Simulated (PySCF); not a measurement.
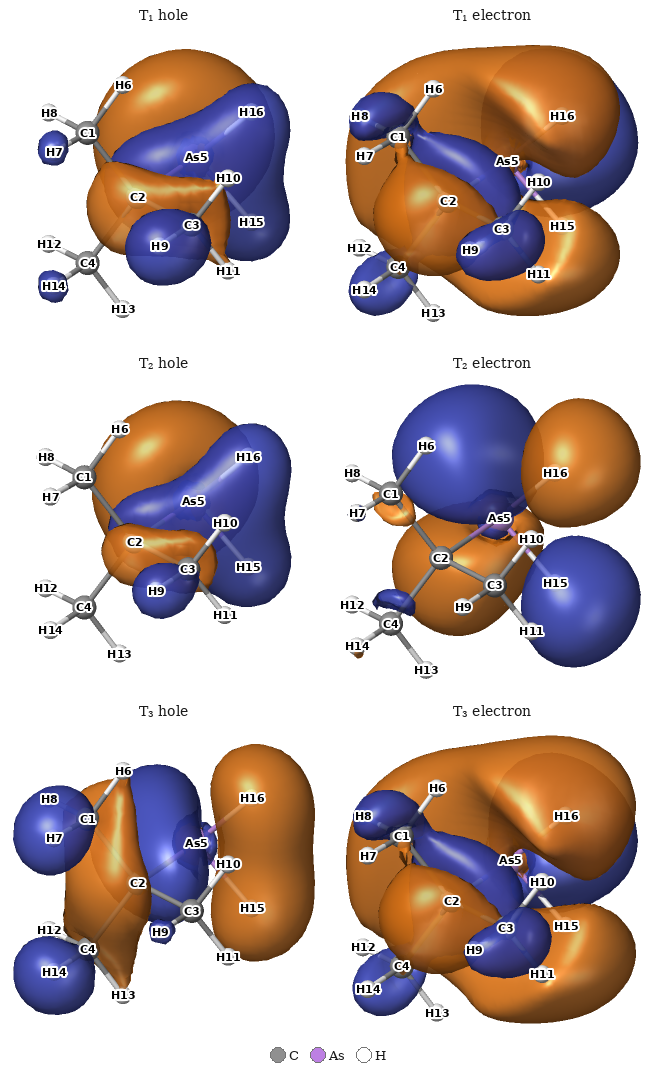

Figure 1: C₄H₁₁As, SMILES `CC(C)(C)[AsH2]`. Leading natural transition orbitals (TDA triplet states).

Level of theory: PBE0/cc-pVDZ (PySCF), at a geometry from GFN2-xTB. No frequency check shows the geometry to be a minimum. GFN2-xTB bond lengths at metals and heavier atoms can be off by up to 0.1 Å and shapes distorted, which carries into these values. Without diffuse functions Rydberg states are missing, so the states' numbers hold for this basis only.

Geometry (Å), atoms numbered from 1:

```
C1       1.3243   -1.2373   -0.7369
C2       0.8271   -0.0001    0.0061
C3       1.3382   -0.0198    1.4411
C4       1.3242    1.2571   -0.7027
As5     -1.1910    0.0008   -0.0617
H6       0.9626   -2.1452   -0.2512
H7       2.4141   -1.2690   -0.7550
H8       0.9653   -1.2336   -1.7678
H9       2.4288   -0.0198    1.4609
H10      0.9881   -0.9112    1.9624
H11      0.9881    0.8571    1.9866
H12      0.9653    1.2817   -1.7333
H13      0.9625    2.1513   -0.1923
H14      2.4140    1.2894   -0.7199
H15     -1.3346    1.0417    1.0147
H16     -1.3345   -1.0692    0.9858
```

> Describe these excited states.

By state:
- T₁: 5.28 eV (235 nm), spin-forbidden from the singlet ground state; the leading pair carries 99 %; hole on As5 (67 %) and C2 (13 %), electron on As5 (55 %), C2 (15 %) and H15 and H16 (6 % each); their centroids lie 0.1 Å apart.
- T₂: 5.75 eV (215 nm), spin-forbidden from the singlet ground state; the leading pair carries 99 %; hole on As5 (72 %), C2 (7 %) and H15 and H16 (6 % each), electron on As5 (58 %) and H15 and H16 (15 % each); their centroids lie 0.3 Å apart.
- T₃: 6.79 eV (183 nm), spin-forbidden from the singlet ground state; the leading pair carries 61 %; hole on As5 (50 %), C2 (15 %) and H15 and H16 (8 % each), electron on As5 (47 %), C2 (12 %) and H15 and H16 (10 % each) (shares are of the whole state, not of the leading pair alone); their centroids lie 0.3 Å apart.
